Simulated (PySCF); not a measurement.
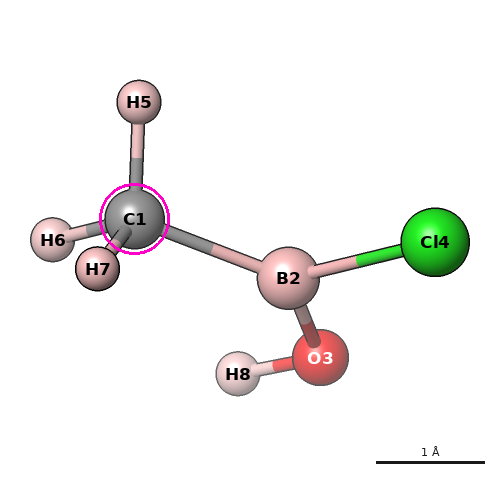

Orthographic view. Distant atoms are faded towards the background colour. The computed structure is the end point of a PBE0-D3(BJ)/def2-SVP optimisation. No frequency run is at hand to confirm it as a minimum.

> Name the neighbours of the circled atom.

The circled atom is C1; it is bonded to B2, H5, H6, H7.

> Of B2 and O3, which is nearer the viewer?

B2; the bond to O3 points away from the viewer, so it looks shorter than its 1.35 Å.

> What is the shortest path along bonds from the circled atom to H8?

C1–B2–O3–H8, 3 bonds; through space the two are 2.65 Å apart.

> Which atom is farthest from the viewer?

H8, 1.7 Å behind the mean position.
